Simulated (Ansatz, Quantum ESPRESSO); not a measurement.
**Lattice dynamics of CdF2 (Fm-3m) in two programs**

Aim: the phonon dispersion of CdF2 (Fm-3m), checked by a second program.

Main program and level: Quantum ESPRESSO 7.5; DFT LDA, scalar-relativistic, plane waves, GBRV ultrasoft pseudopotentials.

### Step 1. The starting structure

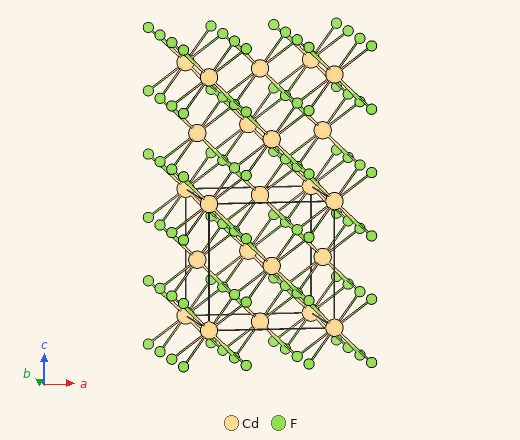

The starting structure, seen slightly off an axis (cadmium orange, fluorine green). 1×1×2 cells are drawn. This picture shows the conventional cell, with its axes. Some periodic images of atoms are drawn too.

Coordinates:

```
CELL_PARAMETERS angstrom
-2.69400 0.00000 2.69400
0.00000 2.69400 2.69400
-2.69400 2.69400 0.00000
ATOMIC_POSITIONS crystal
Cd 0.00000 0.00000 0.00000
F 0.75000 0.75000 0.75000
F 0.25000 0.25000 0.25000
```

### Step 2. A first look

Before anything dear is run, a loose run with smearing shows whether this is a metal and how far the cell is from rest.

probe.in reads:

```
 &control
    calculation='scf',
    prefix='x',
    outdir='./tmp',
    pseudo_dir='./pseudo',
    tprnfor=.true.,
    tstress=.true.,
    verbosity='high',
 /
 &system
    ibrav=2,
    celldm(1)=10.18184436,
    nat=3,
    ntyp=2,
    ecutwfc=45.0,
    ecutrho=270.0,
    occupations='smearing',
    smearing='gaussian',
    degauss=0.01,
 /
 &electrons
    conv_thr=1.0d-07,
    mixing_beta=0.7,
    electron_maxstep=100,
 /
ATOMIC_SPECIES
 Cd    112.4140  Cd.upf
 F      18.9984  F.upf
ATOMIC_POSITIONS crystal
 Cd     0.000000000   0.000000000   0.000000000
 F      0.750000000   0.750000000   0.750000000
 F      0.250000000   0.250000000   0.250000000
K_POINTS automatic
 6 6 6 0 0 0
```

Run with:

```
> OMP_NUM_THREADS=1 mpirun -n 4 pw.x -nk 4 -in probe.in > probe.out
```

The runs that follow: relaxation; self-consistent run for the response; phonons on a q mesh; fourier transform to real space; dispersion; sums over the zone; modes with the sum rule; sum rules set otherwise: a sum rule for molecules or wires on a crystal; modes along a direction of q (1 0 0); the dispersion under another sum rule (asr no); A second program; side by side: QE GBRV and Ansatz, PAW. Settings of the main run: cutoff 45 Ry, 8×8×8 k-mesh, fixed occupations, response threshold 1.00e-18, field response on, 4×4×4 q-mesh.

Q: Predict the highest optical zone-centre mode and highest mode moved by the LO-TO term.

CdF2 (Fm-3m) is dynamically stable on the 4×4×4 mesh; its spectrum reaches 413 cm⁻¹. At the LDA level the optical modes of CdF2 (Fm-3m) at the zone centre (no LO-TO term) run from 240 to 318 cm⁻¹. Along the directions run, the highest mode that the macroscopic field moves lies at 390 cm⁻¹.

| Item | Value |
| --- | --- |
| volume per atom | 12.5 Å³ |
| gap on the k-mesh | 2.91 eV |
| highest optical zone-centre mode (no LO-TO term) | 318.2 cm⁻¹ |
| lowest optical zone-centre mode | 239.8 cm⁻¹ |
| highest mode moved by the LO-TO term | 390.4 cm⁻¹ |
| mean high-frequency dielectric constant | 2.93 |
| largest Born charge in size (third of the trace) | 2.45 e |
| mean static dielectric constant | 7.76 |
| lowest mode on the q mesh (acoustic ones at the zone centre apart) | 61.7 cm⁻¹ |
| heat capacity at 300 K | 22.2 J/(mol atoms K) |
| imaginary modes on the q mesh | none |
| largest difference from Ansatz, PAW | 8.96 cm⁻¹ |

Lattice motion raises the mean dielectric constant from 2.927 to 7.761. The Born charge of Cd is 2.449 e against a formal charge of +2, somewhat above it. Of the 6 optical modes, 3 are infrared active alone and 3 are Raman active alone; inversion symmetry keeps the two sets apart. QE GBRV and Ansatz, PAW differ by 4.0 cm⁻¹ in the root mean square and by 9.0 cm⁻¹ at most, 2.2 % of the highest mode compared (acoustic modes at Γ left out; ph.x's values are those before the sum rule); the two use different potentials, and the cell was not relaxed for the second set. These are harmonic frequencies at zero temperature: anharmonic shifts and linewidths and thermal expansion are left out. The LDA runs differ in the fit of the correlation energy, Perdew-Zunger in some and Perdew-Wang in others.

[Host names and launcher messages were left out of these logs when they were recorded.]

[Logs are printed without paths, hosts, clocks, repeated set-up lines and the standing remarks that a program may print on its own settings, such as how far it seeks lower states.]

[Hosts, paths, dates, database ids (printed as entryN), source tags and the programs' standing remarks are cut or masked in the printed files.]
